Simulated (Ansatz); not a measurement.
Consider C2H5Sn (SMILES [CH2+][CH2][SnH]) (charge +1).

The calculation's input:

```
crystal:
  periodic: [false, false, false]
  atoms:
    - symbol: C
      position_ang: [-1.132615, 0.550428, -0.424985]
    - symbol: C
      position_ang: [-0.097932, 0.049359, 0.312705]
    - symbol: Sn
      position_ang: [-1.830169, -0.153079, 2.130000]
    - symbol: H
      position_ang: [-1.749425, -0.092366, -1.063191]
    - symbol: H
      position_ang: [0.201302, -1.003608, 0.230366]
    - symbol: H
      position_ang: [0.615464, 0.714456, 0.816464]
    - symbol: H
      position_ang: [-1.335209, 1.626168, -0.476875]
    - symbol: H
      position_ang: [-3.136045, 0.504183, 1.125001]
basis:
  gaussian: {orbitals: def2-TZVPD}
total_charge: 1
hamiltonian: {xc: {name: PBE0}}
output: {forces: true, orbitals: {seedname: orbitals}}
```

Launched as:

```sh
ansatz run input.yaml --threads 1 --pin off --max-ram 2610MiB --events-out events.jsonl --progress --plain --runs-dir runs
```

Geometry: PBE0-D3(BJ)/def2-SVP; core potentials replace the inner electrons of Sn.

Level of theory: isolated molecule in a Gaussian basis; Kohn-Sham density functional theory, functional PBE0 in Ansatz 0.2.0.

**What will maps of the electron density and electron localisation function show?**

C–C (1.37 Å): ρ at the midpoint is about 2.2 e/Å³; the ELF peaks at about 0.95 between the atoms (localised, covalent bonding).
C–H (1.10 Å): ρ at the midpoint is about 2.1 e/Å³; the ELF climbs to about 1 towards the hydrogen, as it does in any bond to H (an ordinary covalent bond to hydrogen).

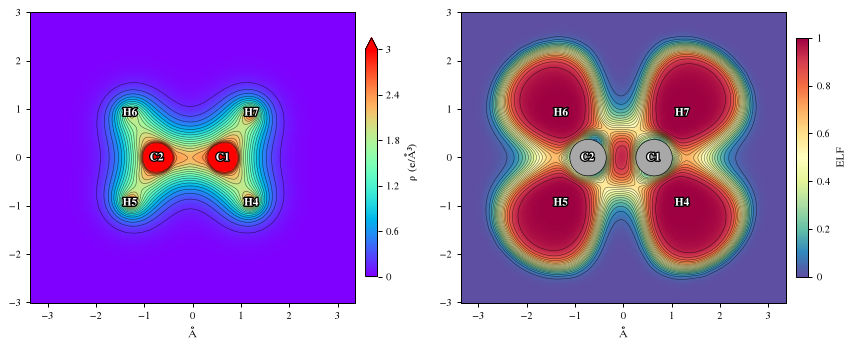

Computed electron density and electron localisation function on the plane of atoms C2, C1 and H4, in this order. Grey discs cover the atomic cores in the ELF map. 
